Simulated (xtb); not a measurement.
Geometry relaxation of CH₄AlOS (part 4 of 4)

Continued. System: CH₄AlOS, multiplicity 2, SMILES C[O][Al][SH]. Method: GFN2-xTB (xtb 6.7.1 later snapshot). The geometry comes from this level: PBE0-D4/def2-TZVP.

Geometry of the input (Å):
```
C  0.0127  1.3899  0.3901
O  0.7314  0.5851  -0.4999
Al 0.7767  -1.0196  -0.9984
S  -0.6661  -2.4148  -0.0710
H  -0.4771  2.2041  -0.1535
H  -0.7582  0.8288  0.9319
H  0.6914  1.8334  1.1257
H  -0.2187  -3.4639  -0.7808
```

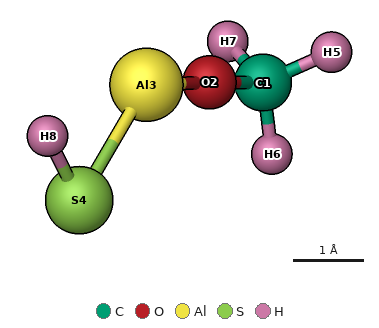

**Figure 1.** The geometry at step 16 of the log (ball-and-stick view, seen at a tilt; atoms are numbered from 1 in the order of the input).

Trajectory as extended XYZ, continued:
```
8
Properties=species:S:1:pos:R:3 step=14 energy=-342.91725
C     0.0235    1.6418    0.4521
O     0.2136    0.3595   -0.0878
Al    0.4067   -1.1600   -0.6979
S    -0.6355   -3.1258   -0.3025
H    -0.2310    2.3408   -0.3468
H    -0.7862    1.6217    1.1842
H     0.9420    1.9728    0.9404
H     0.1590   -3.7078   -1.1976
8
Properties=species:S:1:pos:R:3 step=15 energy=-342.91737
C     0.0253    1.6458    0.4516
O     0.2073    0.3598   -0.0819
Al    0.3917   -1.1636   -0.6852
S    -0.6372   -3.1411   -0.3055
H    -0.2271    2.3415   -0.3502
H    -0.7832    1.6298    1.1839
H     0.9460    1.9735    0.9370
H     0.1693   -3.7027   -1.2055
8
Properties=species:S:1:pos:R:3 step=16 energy=-342.91739
C     0.0253    1.6449    0.4514
O     0.2072    0.3594   -0.0819
Al    0.3927   -1.1637   -0.6862
S    -0.6366   -3.1396   -0.3055
H    -0.2273    2.3409   -0.3501
H    -0.7835    1.6300    1.1841
H     0.9457    1.9730    0.9371
H     0.1688   -3.7019   -1.2048
8
Properties=species:S:1:pos:R:3 step=17 energy=-342.91740
C     0.0252    1.6451    0.4515
O     0.2064    0.3591   -0.0813
Al    0.3926   -1.1638   -0.6861
S    -0.6365   -3.1403   -0.3059
H    -0.2273    2.3411   -0.3503
H    -0.7832    1.6309    1.1842
H     0.9459    1.9731    0.9371
H     0.1689   -3.7022   -1.2050
8
Properties=species:S:1:pos:R:3 step=18 energy=-342.91740
C     0.0253    1.6450    0.4514
O     0.2059    0.3589   -0.0809
Al    0.3917   -1.1641   -0.6854
S    -0.6367   -3.1411   -0.3060
H    -0.2270    2.3409   -0.3506
H    -0.7830    1.6318    1.1842
H     0.9462    1.9729    0.9368
H     0.1698   -3.7012   -1.2055
```

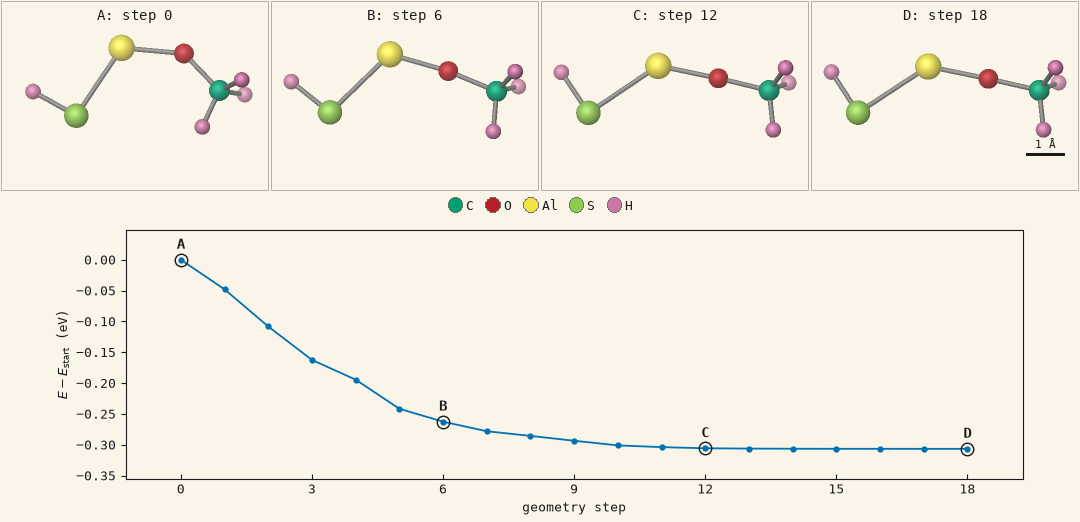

**Figure 2.** Frames of the relaxation (ball-and-stick view, seen at a tilt) above the curves, on which the letters mark them (steps are counted from 0).

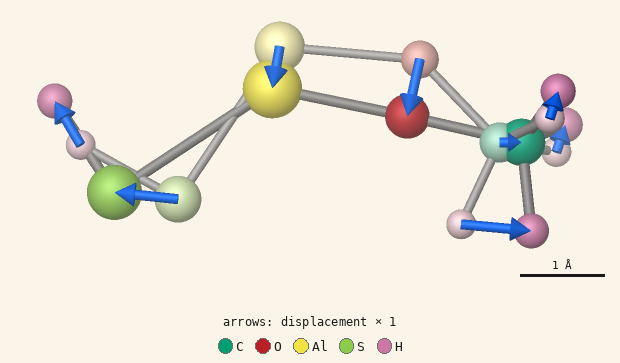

**Figure 3.** Start (faint) and end (solid) with the displacements as blue arrows, at true length (ball-and-stick view, seen at a tilt). The two geometries are laid on each other by the best rigid fit. After 18 geometry steps the energy has fallen by 0.307 eV. The atom that moves furthest after the best rigid fit is H6 (0.84 Å). Largest moves by element: H 0.84 Å, S 0.76 Å, O 0.71 Å, Al 0.52 Å, C 0.26 Å. Distances before and after: Al3–S4 2.211 → 2.261 Å, O2–Al3 1.681 → 1.649 Å, S4–H8 1.343 → 1.332 Å, C1–H6 1.097 → 1.091 Å. Among the angles that change: C1–O2–Al3 138.8° → 178.8°, O2–Al3–S4 117.4° → 134.0°, Al3–S4–H8 93.1° → 88.8°. (Atoms are counted from 1 in the order of the input.)
